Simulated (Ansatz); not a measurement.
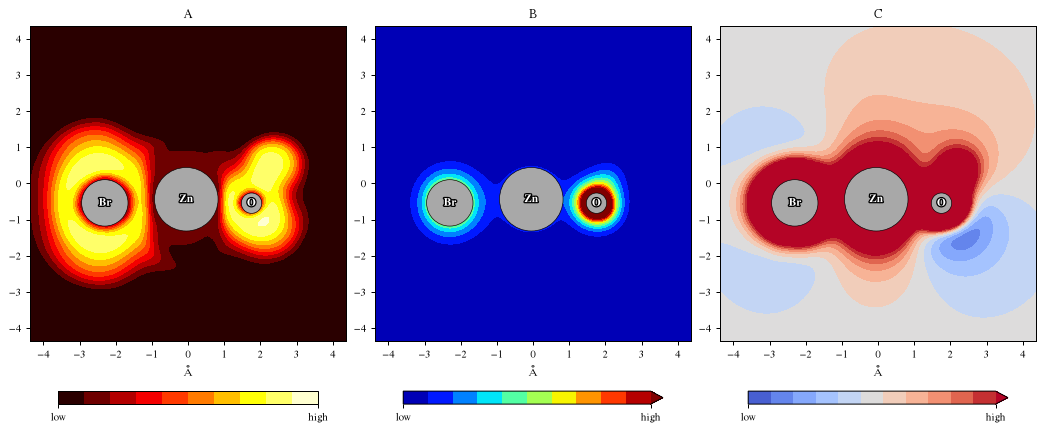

BrHOZn···CH4: 3 fields on the plane of atoms Br2, Zn1 and O3, with unlabelled colour scales. Grey discs cover the atomic cores.

Level of theory: RKS revPBE-D4/def2-SVP in Ansatz 0.2.0.

Question: Match the panels to the quantities (electron density, electron localisation function and electrostatic potential).

Answer: Panel A: electron localisation function. Panel B: electron density. Panel C: electrostatic potential (strongly positive close to the atoms, with negative regions outside electron-rich atoms). From the grid: Zn–O (1.81 Å): ρ at the midpoint is about 0.81 e/Å³; the ELF peaks at about 0.80 in the valence shell of O, 0.6 Å from its nucleus, and is about 0.20 at the midpoint. Zn–Br (2.26 Å): ρ at the midpoint is about 0.61 e/Å³, with its minimum of 0.54 e/Å³ about 1.0 Å from Zn; the ELF peaks at about 0.70 in the valence shell of Br, 1.0 Å from its nucleus, and is about 0.55 at the midpoint.
